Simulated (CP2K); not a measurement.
**GFN1-xTB run of CH4BNO (SMILES [H]/N=C/OB)**

What is the vertical ionisation energy of CH4BNO at GFN1-xTB? 

The calculation is run with CP2K 2026.2.

### 1 Starting point

The species is CH4BNO (8 atoms), meant as a singlet with charge 0. As SMILES, `[H]/N=C/OB`. Geometry: relaxed at GFN2-xTB. This is one conformer, not always the lowest.

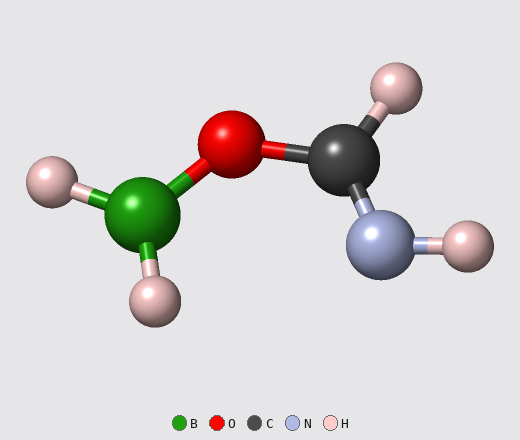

The structure, seen from a chosen angle (boron green, oxygen red, carbon dark grey, nitrogen light blue, hydrogen pink).

### 2 Energy and gradient at GFN1-xTB

The input, calc.inp:

```
&GLOBAL
  PROJECT_NAME calc
  RUN_TYPE ENERGY_FORCE
  PRINT_LEVEL MEDIUM
&END GLOBAL

&FORCE_EVAL
  METHOD Quickstep
  &DFT
    &QS
      METHOD XTB
      EPS_DEFAULT 1.0E-10
      &XTB
        GFN_TYPE TBLITE
        &TBLITE
          METHOD GFN1
        &END TBLITE
        CHECK_ATOMIC_CHARGES F
      &END XTB
    &END QS
    &POISSON
      PERIODIC NONE
      POISSON_SOLVER ANALYTIC
    &END POISSON
    &SCF
      SCF_GUESS ATOMIC
      EPS_SCF 1.0E-06
      MAX_SCF 150
      ADDED_MOS 2
      &DIAGONALIZATION
        ALGORITHM STANDARD
      &END DIAGONALIZATION
      &MIXING
        METHOD DIRECT_P_MIXING
        ALPHA 0.4
      &END MIXING
      &SMEAR ON
        METHOD FERMI_DIRAC
        ELECTRONIC_TEMPERATURE [K] 300
      &END SMEAR
    &END SCF
    &PRINT
      &MOMENTS
        PERIODIC F
        REFERENCE COM
        MAX_MOMENT 1
      &END MOMENTS
      &MO ON
        ENERGIES T
        OCCUPATION_NUMBERS T
        NDIGITS 6
        &EACH
          QS_SCF 0
        &END EACH
        ADD_LAST NUMERIC
      &END MO
      &HIRSHFELD OFF
      &END HIRSHFELD
    &END PRINT
  &END DFT
  &SUBSYS
    &CELL
      ABC 13.3 14.9 11.2
      PERIODIC NONE
    &END CELL
    &COORD
      UNIT bohr
      B     -1.2727116     2.5036226    -0.3771893
      O      0.8588049     1.3611886     0.4248482
      C      1.3160809    -1.1277886     0.4673860
      N     -0.2438692    -2.7608710    -0.2345528
      H     -3.0118455     1.3780828    -1.1595171
      H     -1.2214812     4.7095188    -0.2195673
      H      3.2319797    -1.4846822     1.2011099
      H      0.3430231    -4.5790710    -0.1025176
    &END COORD
    &TOPOLOGY
      &CENTER_COORDINATES
      &END CENTER_COORDINATES
    &END TOPOLOGY
  &END SUBSYS
  &PRINT
    &FORCES ON
    &END FORCES
  &END PRINT
&END FORCE_EVAL
```

Run with:

```
$ OMP_NUM_THREADS=1 cp2k.psmp -i calc.inp -o calc.out
```

What it wrote:

```text
CP2K| version string:                                       CP2K version 2026.2
[...]
 GLOBAL| Method name                                                        CP2K
[...]
 GLOBAL| Run type                                                   ENERGY_FORCE
[...]
                             - Atoms:                                          8
[...]
                             - Spherical basis functions:                     24
[...]
 Number of electrons:                                                         22
[...]
  *** SCF run converged in    13 steps ***
[...]
  Fermi energy:                                                -0.31184377646023
[...]
 TB_DIPOLE| Moment [Debye]          0.73446989      -0.69129778       0.23982891
 TB_DIPOLE| Derivative [a.u.]       0.00000000       0.00000000       0.00000000
[...]
 ENERGY| Total FORCE_EVAL ( QS ) energy [hartree]            -13.548318311248117
 FORCES| Atomic forces [hartree/bohr]
 FORCES|   Atom     x               y               z               |f|
 FORCES|      1 -5.37522839E-03  7.28225372E-03 -1.70459134E-03   9.21031656E-03
 FORCES|      2  6.30673021E-03  1.95768276E-03  2.74671540E-03   7.15204958E-03
 FORCES|      3  1.21691971E-02 -7.31629370E-03  4.33066312E-03   1.48449370E-02
 FORCES|      4 -1.01200263E-02  1.15502698E-03 -3.85892298E-03   1.08922131E-02
 FORCES|      5 -5.64230674E-03 -3.70871108E-03 -2.57566879E-03   7.22663359E-03
 FORCES|      6 -1.46047883E-03  6.20966012E-03 -2.38111497E-04   6.38353933E-03
 FORCES|      7 -1.11075717E-05 -2.90565731E-03 -1.62327789E-04   2.91020929E-03
 FORCES|      8  4.13322049E-03 -2.67396149E-03  1.46224388E-03   5.13534213E-03
 FORCES| Sum    -2.49800181E-16 -1.46150453E-16  1.71303943E-17
 FORCES| Total atomic force                                       2.89919878E-16
[...]
```

It took 1.1 s on 1 thread of Intel Xeon Platinum 8488C (Sapphire Rapids), shared host; peak memory 0.19 GiB.

### 3 The doublet cation at the same level

The input, gas.inp:

```
&FORCE_EVAL
   METHOD QS
   &DFT
      CHARGE 1
      MULTIPLICITY 2
      SPIN_POLARIZED T
      &QS
         METHOD XTB
         EPS_DEFAULT 1.0E-10
         &XTB
            GFN_TYPE TBLITE
            &TBLITE
               METHOD GFN1
            &END TBLITE
            CHECK_ATOMIC_CHARGES F
         &END XTB
      &END QS
      &POISSON
         PERIODIC NONE
         POISSON_SOLVER ANALYTIC
      &END POISSON
      &SCF
         SCF_GUESS ATOMIC
         EPS_SCF 1.0E-06
         MAX_SCF 150
         ADDED_MOS 2
         &DIAGONALIZATION
            ALGORITHM STANDARD
         &END DIAGONALIZATION
         &MIXING
            METHOD DIRECT_P_MIXING
            ALPHA 0.4
         &END MIXING
         &SMEAR ON
            METHOD FERMI_DIRAC
            ELECTRONIC_TEMPERATURE [K] 300
         &END SMEAR
      &END SCF
      &PRINT
         &MOMENTS
            PERIODIC F
            REFERENCE COM
            MAX_MOMENT 1
         &END MOMENTS
         &MO ON
            ENERGIES T
            OCCUPATION_NUMBERS T
            NDIGITS 6
            &EACH
               QS_SCF 0
            &END EACH
            ADD_LAST NUMERIC
         &END MO
         &HIRSHFELD OFF
         &END HIRSHFELD
      &END PRINT
   &END DFT
   &SUBSYS
      &CELL
         ABC [angstrom] 13.3 14.9 11.2
         PERIODIC NONE
      &END CELL
      &COORD
         UNIT bohr
         B     -1.2727116     2.5036226    -0.3771893
         O      0.8588049     1.3611886     0.4248482
         C      1.3160809    -1.1277886     0.4673860
         N     -0.2438692    -2.7608710    -0.2345528
         H     -3.0118455     1.3780828    -1.1595171
         H     -1.2214812     4.7095188    -0.2195673
         H      3.2319797    -1.4846822     1.2011099
         H      0.3430231    -4.5790710    -0.1025176
      &END COORD
      &TOPOLOGY
         &CENTER_COORDINATES
         &END CENTER_COORDINATES
      &END TOPOLOGY
   &END SUBSYS
   &PRINT
      &FORCES ON
      &END FORCES
   &END PRINT
&END FORCE_EVAL
&GLOBAL
   PROJECT_NAME gas
   RUN_TYPE ENERGY_FORCE
   PRINT_LEVEL MEDIUM
&END GLOBAL
```

Run with:

```
$ OMP_NUM_THREADS=1 cp2k.psmp gas.inp > gas.out
```

What it wrote:

```text
CP2K| version string:                                       CP2K version 2026.2
[...]
 GLOBAL| Method name                                                        CP2K
[...]
 GLOBAL| Run type                                                   ENERGY_FORCE
[...]
                             - Atoms:                                          8
[...]
                             - Spherical basis functions:                     24
[...]
 Number of electrons:                                                         11
[...]
  *** SCF run converged in    32 steps ***
[...]
  Fermi energy:                                                -0.68103017177185
[...]
 TB_DIPOLE| Moment [Debye]         -0.70865761      -0.21396524      -0.32617677
 TB_DIPOLE| Derivative [a.u.]       0.00000000       0.00000000       0.00000000
[...]
 ENERGY| Total FORCE_EVAL ( QS ) energy [hartree]            -12.993059403213564
 FORCES| Atomic forces [hartree/bohr]
 FORCES|   Atom     x               y               z               |f|
 FORCES|      1  2.38506404E-02  1.02751384E-02  1.04872379E-02   2.80073861E-02
 FORCES|      2 -1.39180472E-02 -2.33264968E-02 -7.11362813E-03   2.80791951E-02
 FORCES|      3  3.27908979E-03  2.92003537E-02  3.08830307E-03   2.95457392E-02
 FORCES|      4  9.20134795E-03  2.46802820E-03  3.53756657E-03   1.01622018E-02
 FORCES|      5 -9.08204445E-03 -9.46214167E-03 -4.23593111E-03   1.37825531E-02
 FORCES|      6 -6.82373292E-03  7.61108338E-03 -2.37454464E-03   1.04943024E-02
 FORCES|      7  2.45996643E-05 -7.36650162E-03 -3.62713627E-04   7.37546693E-03
 FORCES|      8 -6.53185322E-03 -9.39946366E-03 -3.02629001E-03   1.18394871E-02
 FORCES| Sum     1.26634814E-16  1.90819582E-16 -9.10729825E-18
 FORCES| Total atomic force                                       2.29197365E-16
[...]
```

Run time: 1.2 s. Hardware: 1 thread of Intel Xeon Platinum 8488C (Sapphire Rapids), shared host; peak memory 0.19 GiB.

### 4 Summary of results

Level: GFN1-xTB.

| quantity | value |
| --- | --- |
| singlet CH4BNO: total energy | -13.54832 Eh |
| singlet CH4BNO: dipole moment (from atomic charges alone) | 1.04 D |
| singlet CH4BNO: HOMO energy | -11.75 eV |
| singlet CH4BNO: LUMO energy | -7.59 eV |
| singlet CH4BNO: HOMO–LUMO gap | 4.16 eV |
| singlet CH4BNO: largest force on an atom | 0.763 eV/Å |
| doublet cation: total energy | -12.99306 Eh |
| doublet cation: HOMO energy (highest over α and β) | -18.66 eV |
| doublet cation: LUMO energy (lowest over α and β) | -18.41 eV |
| doublet cation: largest force on an atom | 1.519 eV/Å |
| vertical ionisation energy (to the doublet cation) | 15.109 eV |

Removing an electron at fixed nuclei costs 15.11 eV (348 kcal/mol). The largest force (singlet CH4BNO) is 0.76 eV/Å: the shape isn't a stationary point for this species at this level. xTB total energies overstate such differences by several eV unless an empirical shift is taken off; none is applied here. The dipole (singlet CH4BNO) comes from point charges on the atoms alone, without atomic dipoles, so it is partial.
